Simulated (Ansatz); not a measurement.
ClFH2Si

Input

```
crystal:
  periodic: [false, false, false]
  atoms:
    - {symbol: Si, position_ang: [-0.095177, 0.066634, 0.032744]}
    - {symbol: Cl, position_ang: [1.173538, -1.516024, -0.138655]}
    - {symbol: H, position_ang: [-1.398818, -0.302171, -0.550840]}
    - {symbol: F, position_ang: [0.494454, 1.288706, -0.794842]}
    - {symbol: H, position_ang: [-0.173996, 0.462854, 1.451493]}
basis:
  gaussian: {orbitals: def2-TZVPP}
hamiltonian: {xc: pbe0, dispersion: d4}
output: {orbitals: {seedname: orbitals}}
```

Command:

```sh
ansatz run in.yaml --threads 2 --pin off --events-out ev --progress --plain --max-ram 4352MiB
```

The product side of a reaction path; geometry: PBE0-D4/def2-TZVP.

All numbers below come from Ansatz, RKS PBE0-D4/def2-TZVPP.

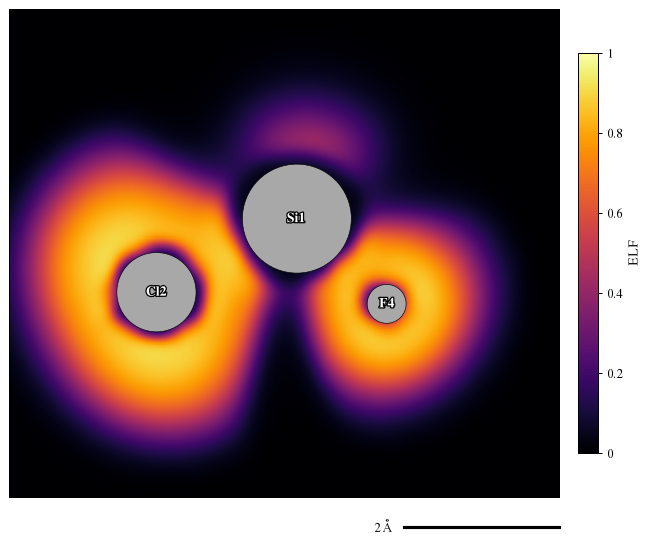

Figure 1. ELF on the plane of atoms Cl2, Si1 and F4. Grey discs cover the atomic cores.

Q: What do the fields say about this system?

A: The plane passes through Si, Cl and F nuclei.
Si–F (1.59 Å): the ELF peaks at about 0.85 in the valence shell of F, 0.6 Å from its nucleus, and is about 0.55 at the midpoint.
Si–Cl (2.04 Å): the ELF peaks at about 0.90 between the atoms, as expected for a shared but strongly polarised pair.
The ELF also peaks beside Cl2 and F4, away from the bonds: lone-pair regions.

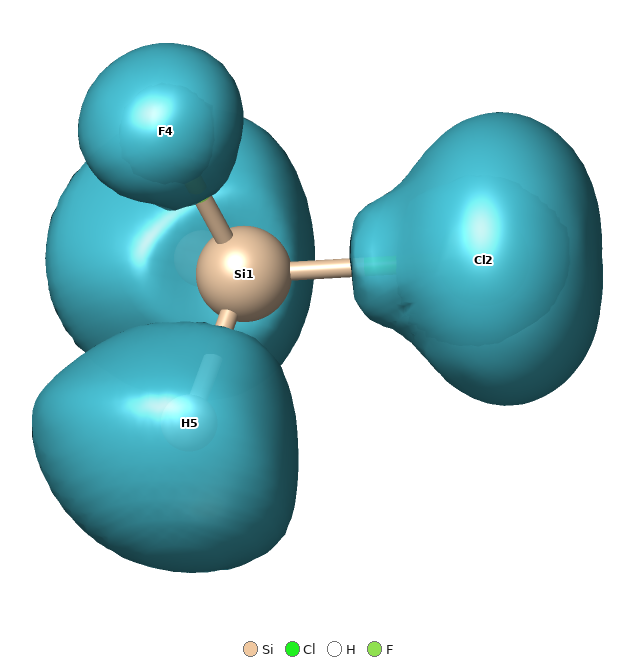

Figure 2. Isosurface of the ELF at 0.8 (cyan), seen at an oblique angle. Core shells and regions of very low density are left out.

Q: What do the ELF domains correspond to?

A: At this value the surface marks out two regions around hydrogen nuclei, one region on Cl in which the atom's valence shell and bonds are merged and one region wrapped around F (its lone pairs, merged into a ring or cap).

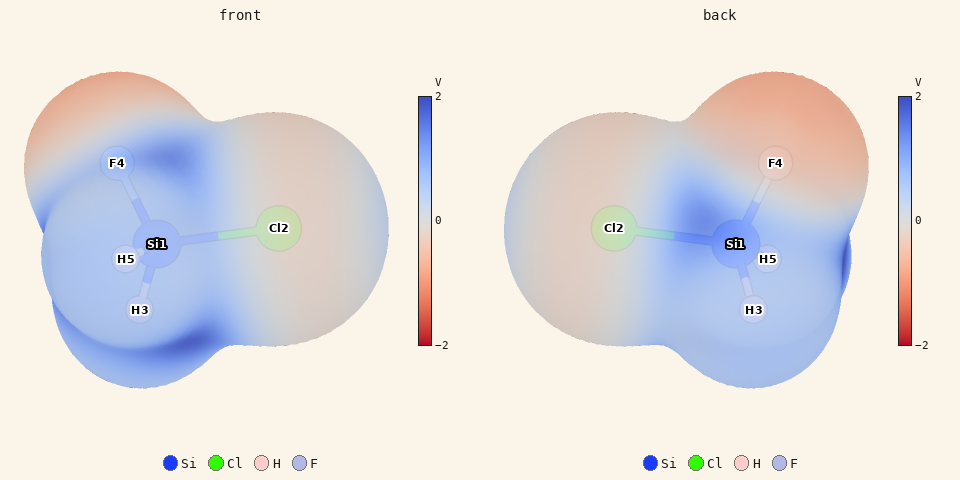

Figure 3. The electrostatic potential painted on the density surface at 0.002 e/bohr³, seen from the front and from behind; red is negative and blue positive.

Q: Which sites attract a positive test charge, and which a negative one?

A: A positive charge is drawn to the negative regions and a negative charge to the positive ones. The most negative region (about −0.7 V) lies over F4, the most positive (about +1.8 V) over Si1. Cl2 shows a σ-hole: about +0.3 V at the tip opposite its bond, against about −0.2 V on its flanks.
